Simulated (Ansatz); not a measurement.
H5N3Si

Input file:

```
crystal:
  periodic: [false, false, false]
  atoms:
    - { symbol: "N", position_ang: [0.3845, 0.2546, -2.7853] }
    - { symbol: "N", position_ang: [-0.5727, -0.2837, -2.7887] }
    - { symbol: Si, position_ang: [0.6651, -0.242, 0.8006] }
    - { symbol: "N", position_ang: [-0.8584, 0.5623, 0.798] }
    - { symbol: H, position_ang: [1.3753, 0.2872, -0.3635] }
    - { symbol: H, position_ang: [1.2866, 0.1252, 2.07] }
    - { symbol: H, position_ang: [0.5957, -1.7082, 0.6905] }
    - { symbol: H, position_ang: [-1.448, 0.4785, 1.6105] }
    - { symbol: H, position_ang: [-1.428, 0.5262, -0.0322] }
basis:
  gaussian: { orbitals: def2-SVP }
hamiltonian:
  xc: pbe0
  dispersion: d4
relax:
  f_tol: 0.02
  max_steps: 40
output:
  orbitals: {}
```

Run with:

```sh
ansatz run input.yaml --threads 2 --pin off --max-ram 3072MiB --backend cpu --events-out ev --progress --plain --runs-dir out
```

The fields are those of the run's last geometry, not of the input's.

At this geometry the atoms fall into two loosely joined parts.

Level of theory: RKS PBE0-D4/def2-SVP (Ansatz).

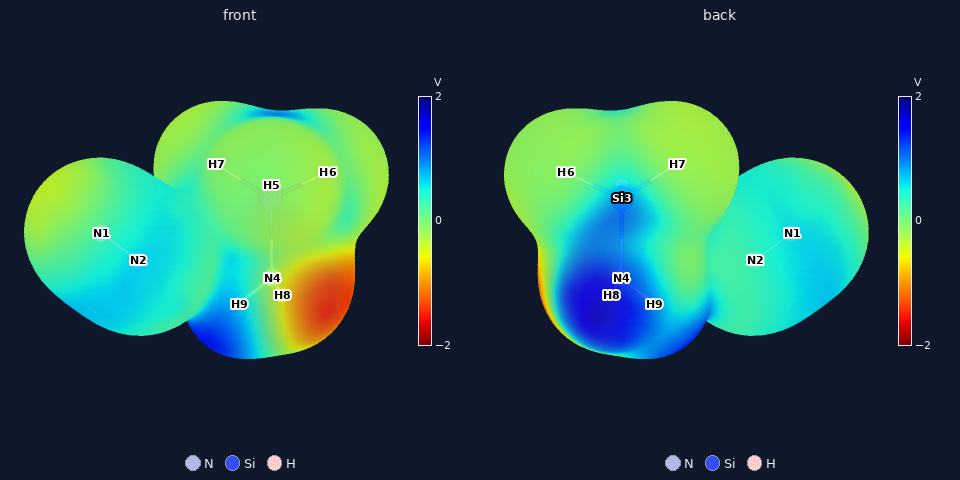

Figure 1. The molecular electrostatic potential painted on the density surface at 0.002 e/bohr³, seen from the front and from behind; the colour scale runs from red (negative) to blue (positive).

Describe the electrostatic potential map.

Answer. The most negative region (about −1.4 V, or −32 kcal/mol for a unit charge) lies over N4, the most positive (about +1.6 V, or +37 kcal/mol for a unit charge) over H8. N4 is the likeliest acceptor of a hydrogen bond.

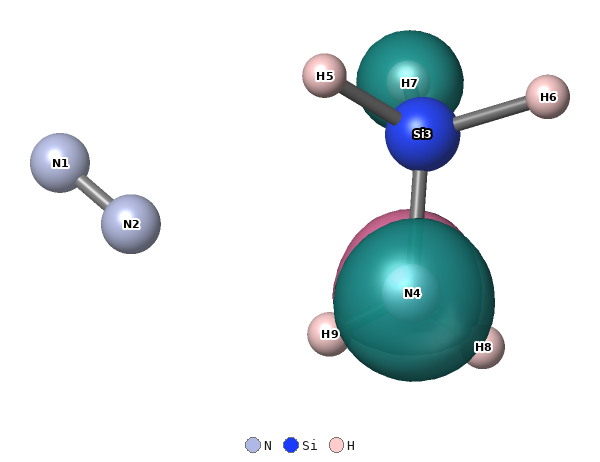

Figure 2. The HOMO at ±0.2 Å⁻³ᐟ² (teal and pink are the two phases), seen at a tilt.

Describe this orbital and give its energy.

Answer. It lies mainly on N4 (about 65 %) and H7 (about 10 %). Its energy is −7.14 eV.

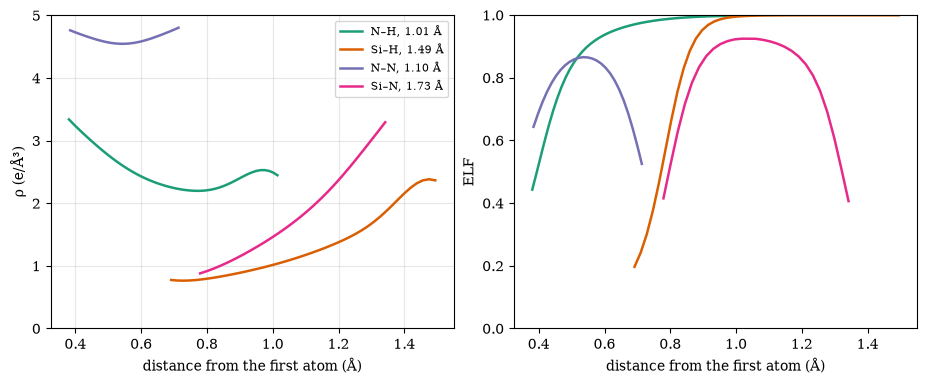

Figure 3. Total electron density and ELF along straight lines between neighbouring atoms. The curves leave out the atomic cores.

Compare the contacts.

Answer. N–H (1.01 Å): ρ at the midpoint is about 2.7 e/Å³; the ELF climbs to about 1 towards the hydrogen, as it does in any bond to H: an ordinary covalent bond to hydrogen.
Si–H (1.49 Å): ρ at the midpoint is about 0.77 e/Å³; the ELF climbs to about 1 towards the hydrogen.
N–N (1.10 Å): ρ at the midpoint is about 4.5 e/Å³; the ELF peaks at about 0.85 between the atoms; a multiple bond.
Si–N (1.73 Å): ρ is about 1.1 e/Å³ halfway; the ELF peaks at about 0.90 between the atoms (a polar covalent bond).
